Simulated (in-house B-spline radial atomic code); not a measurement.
**Sn²⁺: binding energies from hole states**

Aim: the cost of two holes at once in Sn²⁺, against the sum of the two single holes.

Program: in-house B-spline radial atomic code version 1. Level of theory: Dirac-Coulomb PBE, spherical fractional occupations, Fermi nucleus, basis-set limit. These are calculated values, not measurements, unless marked.

## Step 1: Starting point

| Item | Value |
| --- | --- |
| element | tin (Z = 50) |
| charge | +2 |
| electrons | 48 |
| configuration | [Kr] 4d10 5s2 |
| Hamiltonian | Dirac-Coulomb |
| nucleus | Fermi, rms radius 4.652 fm |

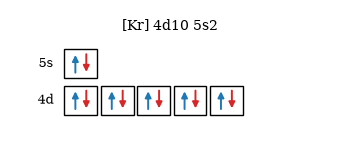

The shells outside the core, filled by Hund's rule for the drawing.

Settings of the run:

```ini
Z = 50
electrons = 48.0
configuration = [Kr] 4d10 5s2
hamiltonian = dirac
method = pbe,pbe
spin_polarised = False
nucleus = fermi
rms_radius = 4.6519
mass_number = 120
atomic_mass = 119.902202557
speed_of_light = 137.035999084
```

The reference is known from an earlier run: -6178.073436 hartree in all. Up to eight levels, counted from the top:

| orbital | occupation | energy (eV) | <r> (bohr) |
| --- | --- | --- | --- |
| 3d3/2 | 4 | -495.64 | 0.3125 |
| 3d5/2 | 6 | -486.95 | 0.3161 |
| 4s1/2 | 2 | -151.28 | 0.8186 |
| 4p1/2 | 2 | -112.34 | 0.8655 |
| 4p3/2 | 4 | -104.77 | 0.8952 |
| 4d3/2 | 4 | -43.826 | 1.083 |
| 4d5/2 | 6 | -42.777 | 1.097 |
| 5s1/2 | 2 | -26.085 | 2.217 |

Single holes known from earlier runs (ΔSCF): 1s 29348.5 eV, 2s 4452.77 eV, 3s 882.58 eV, 3p1/2 766.06 eV, 3d3/2 518.31 eV, 3d5/2 509.37 eV, 4p1/2 122.00 eV.

## Step 2: The 1s and 3d5/2 holes

In configurations, a minus sign after the shell means j = l − 1/2 and a plus sign j = l + 1/2; the count of electrons follows.

Settings of the run:

```ini
Z = 50
electrons = 46.0
configuration = 1s1 2s2 2p6 3s2 3p6 3d-4 3d+5 4s2 4p6 4d10 5s2
hamiltonian = dirac
method = pbe,pbe
spin_polarised = False
nucleus = fermi
rms_radius = 4.6519
mass_number = 120
atomic_mass = 119.902202557
speed_of_light = 137.035999084
```

## Step 3: The 3d5/2 and 4p1/2 holes

The settings differ from step 2 so:

```diff
@@ -2,3 +2,3 @@
 electrons = 46.0
-configuration = 1s1 2s2 2p6 3s2 3p6 3d-4 3d+5 4s2 4p6 4d10 5s2
+configuration = 1s2 2s2 2p6 3s2 3p6 3d-4 3d+5 4s2 4p-1 4p+4 4d10 5s2
 hamiltonian = dirac
```

## Step 4: The 2s and 3p1/2 holes

The settings differ from step 3 so:

```diff
@@ -2,3 +2,3 @@
 electrons = 46.0
-configuration = 1s2 2s2 2p6 3s2 3p6 3d-4 3d+5 4s2 4p-1 4p+4 4d10 5s2
+configuration = 1s2 2s1 2p6 3s2 3p-1 3p+4 3d10 4s2 4p6 4d10 5s2
 hamiltonian = dirac
```

## Step 5: The 1s and 3s holes

The settings differ from step 4 so:

```diff
@@ -2,3 +2,3 @@
 electrons = 46.0
-configuration = 1s2 2s1 2p6 3s2 3p-1 3p+4 3d10 4s2 4p6 4d10 5s2
+configuration = 1s1 2s2 2p6 3s1 3p6 3d10 4s2 4p6 4d10 5s2
 hamiltonian = dirac
```

## Step 6: The 3d5/2 and 3d5/2 holes

The settings differ from step 5 so:

```diff
@@ -2,3 +2,3 @@
 electrons = 46.0
-configuration = 1s1 2s2 2p6 3s1 3p6 3d10 4s2 4p6 4d10 5s2
+configuration = 1s2 2s2 2p6 3s2 3p6 3d-4 3d+4 4s2 4p6 4d10 5s2
 hamiltonian = dirac
```

## Step 7: The 3s and 3d3/2 holes

The settings differ from step 6 so:

```diff
@@ -2,3 +2,3 @@
 electrons = 46.0
-configuration = 1s2 2s2 2p6 3s2 3p6 3d-4 3d+4 4s2 4p6 4d10 5s2
+configuration = 1s2 2s2 2p6 3s1 3p6 3d-3 3d+6 4s2 4p6 4d10 5s2
 hamiltonian = dirac
```

Q: What does each hole state cost in eV, and how does that compare with the orbital energies or single holes?

The runs gave:

| two holes | ΔSCF (eV) | less the two single holes (eV) |
| --- | --- | --- |
| 1s and 3d5/2 | 29914.9 | 57.03 |
| 3d5/2 and 4p1/2 | 654.44 | 23.08 |
| 2s and 3p1/2 | 5274.55 | 55.72 |
| 1s and 3s | 30292.6 | 61.60 |
| 3d5/2 and 3d5/2 | 1065.31 | 46.57 |
| 3s and 3d3/2 | 1445.12 | 44.23 |

**Reading.** Two holes cost more than the sum of each, because the second electron leaves a more charged ion. The excess runs from 23.1 eV (3d5/2 and 4p1/2) to 61.6 eV (1s and 3s); it tends to be largest where both holes are compact. Values are for the free ion, measured from the vacuum level.
